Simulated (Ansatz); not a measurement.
# CH₃B···CH₄: what the fields show

```xyz
10

B     0.1229    0.5071   -1.1420
C     1.0652   -0.1041    1.4393
H     0.1511   -0.7051    1.5382
H     1.7103   -0.3001    2.3133
H     0.8177    0.9688    1.4089
H     1.6067   -0.3705    0.5145
C    -1.3152    0.0653   -0.7813
H    -1.3779   -0.9642   -0.3877
H    -1.7565    0.7709   -0.0475
H    -1.9004    0.1319   -1.7211
```

All numbers below come from RKS PBE0-D4/def2-SVP in Ansatz 0.2.0.

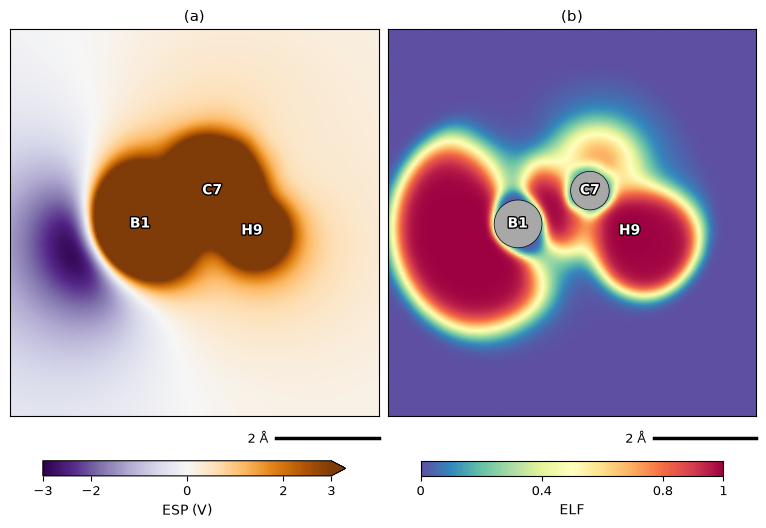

Figure 1. (a) molecular electrostatic potential; (b) electron localisation function on the plane of atoms B1, C7 and H9. Grey discs cover the atomic cores in the ELF map.

What do the fields say about this system?

Answer. The plane passes through B, C and H nuclei. C–B (1.55 Å): the ELF peaks at about 1 between the atoms: a covalent bond. C–H (1.11 Å): the ELF climbs to about 1 towards the hydrogen, as it does in any bond to H; a covalent bond by its length. The ELF also peaks beside B1, away from the bonds: lone-pair regions. Outside the dense part of the complex the potential is most negative (−2.8 V) near B1.

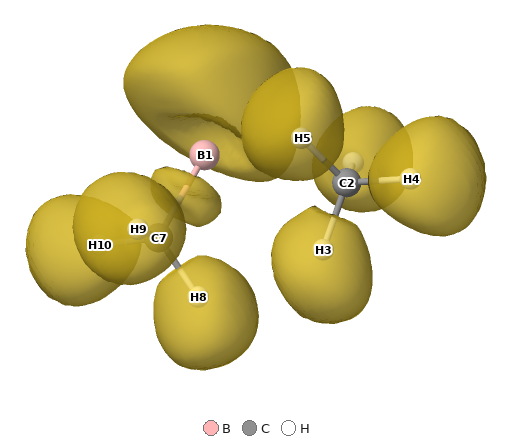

Figure 2. Isosurface of the electron localisation function at 0.85 (yellow), seen at a tilt. Core shells and regions of very low density are left out.

Where are the electrons localised?

Answer. The surface consists of one region between bonded B–C atoms (shared pairs), seven regions around hydrogen nuclei and one lobe on B, pointing away from the bonds (lone pairs).


C2···B1 (2.82 Å): the ELF is about 0.05 at the midpoint.

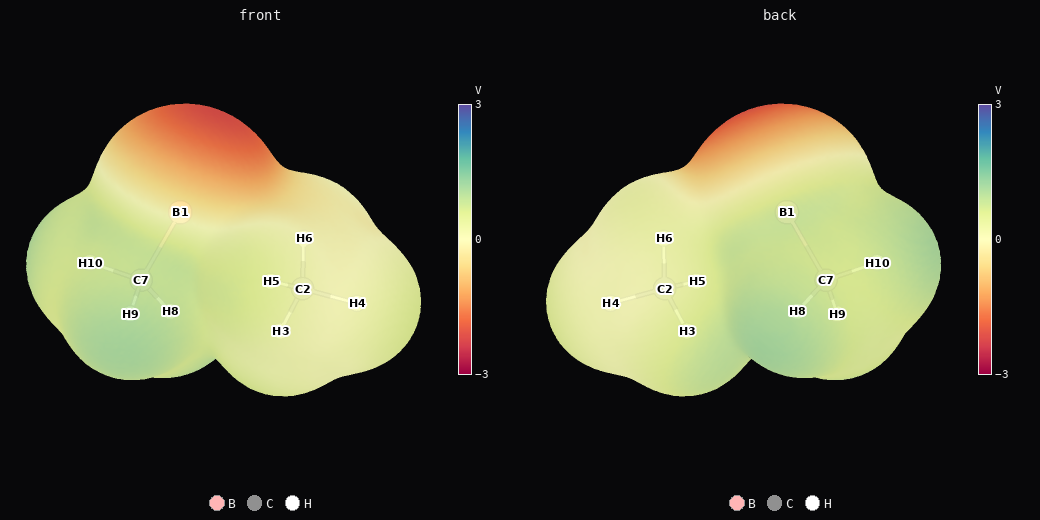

Figure 3. The electrostatic potential painted on the density surface at 0.002 e/bohr³, seen from the front and from behind; the colour scale runs from red (negative) to blue (positive).

Where is the surface potential most negative and most positive?

Answer. The most negative region (about −2.1 V) lies over B1, the most positive (about +1.2 V) over H8 and H9.
